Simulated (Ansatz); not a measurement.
These are PBE (plane waves to 420 eV, PAW; Ansatz, a quantum-chemistry and plane-wave program) values and carry that method's errors.

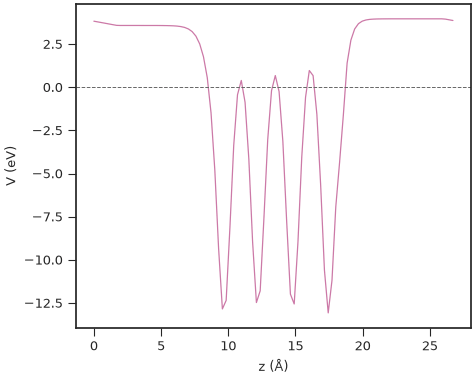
*Electrostatic potential energy of an electron, averaged over planes parallel to the surface, in eV from the Fermi level, for H on the 1x1 (0001) surface of hcp Sc, one in a 1x1 cell, started at the site 'hollow Sc-Sc-Sc'*

Slab: 5 atoms, 7.6 Å thick at the start under the adsorbate (thin: gaps and levels are the slab's own); k 10x10x1, smearing 0.1 eV, dipole-corrected; 2 atoms held, the rest relaxed; held to the start's symmetry, so lower structures may exist; no spin, no spin-orbit, no U, no dispersion correction. At the end it is bonded to 3 Sc. In PBE it is, or lies within 0.03 eV of, the lowest of the starts that converged.

The vacuum level lies 3.96 eV above the Fermi level over the top face and 3.58 eV above it under the bottom face.
